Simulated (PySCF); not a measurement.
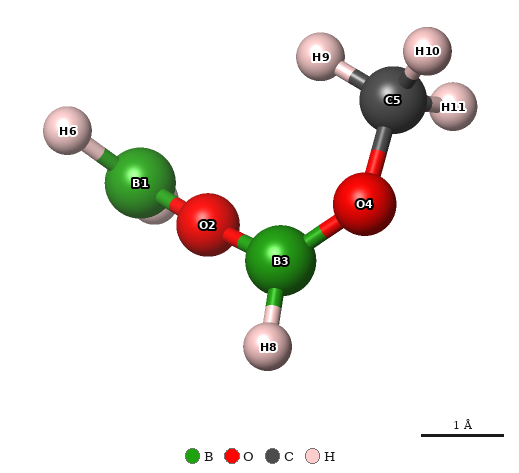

CH6B2O2, before the relaxation. The picture is a ball-and-stick view, seen at a tilt.

The start comes from GFN2-xTB. Its atoms were then displaced at random by about 0.01 Å.

These are results of PBE0-D3(BJ)/def2-SVP geometry optimisation, gas phase (PySCF 2.14.0, density-fitted response routines), not measurements.

```xyz
11

B     2.0303   -0.3976    0.2166
O     1.0502    0.3062   -0.3491
B     0.0042    0.9515   -0.8728
O    -1.2260    0.6892   -0.5414
C    -1.6408   -0.3206    0.3703
H     2.4828    0.0157    1.2225
H     2.4068   -1.3674   -0.2985
H     0.1973    1.8207   -1.6523
H    -0.8316   -0.5519    1.0951
H    -2.5048    0.0507    0.9478
H    -1.9302   -1.2224   -0.1540
```

> What does the optimiser find from here?

H6 moves most after the best rigid fit: 0.16 Å. Largest moves by element: H 0.16 Å, O 0.11 Å, B 0.08 Å, C 0.07 Å. Near-neighbour distances that change, for instance: B1–H7 1.161 → 1.212 Å, B3–O4 1.301 → 1.347 Å, B1–H6 1.178 → 1.212 Å, C5–H11 1.083 → 1.102 Å. Bond angles that change, for instance: B1–O2–B3 175.8° → 173.7°. After 10 geometry steps the energy has fallen by 3.38 kcal/mol.

The structure at the end:

```xyz
11

B     2.1050   -0.3599    0.2191
O     1.0192    0.2484   -0.2580
B     0.0061    0.9231   -0.8468
O    -1.2834    0.6633   -0.5557
C    -1.7053   -0.3087    0.3659
H     2.6298    0.0768    1.2208
H     2.5263   -1.3439   -0.3501
H     0.2474    1.7876   -1.6513
H    -0.8967   -0.6250    1.0434
H    -2.5278    0.1074    0.9660
H    -2.0826   -1.1948   -0.1691
```

After the run, drawn alike:

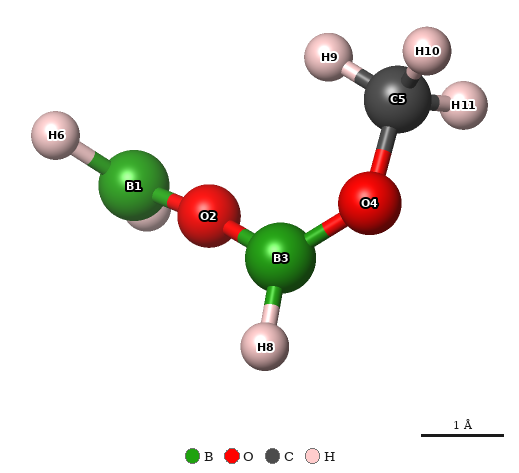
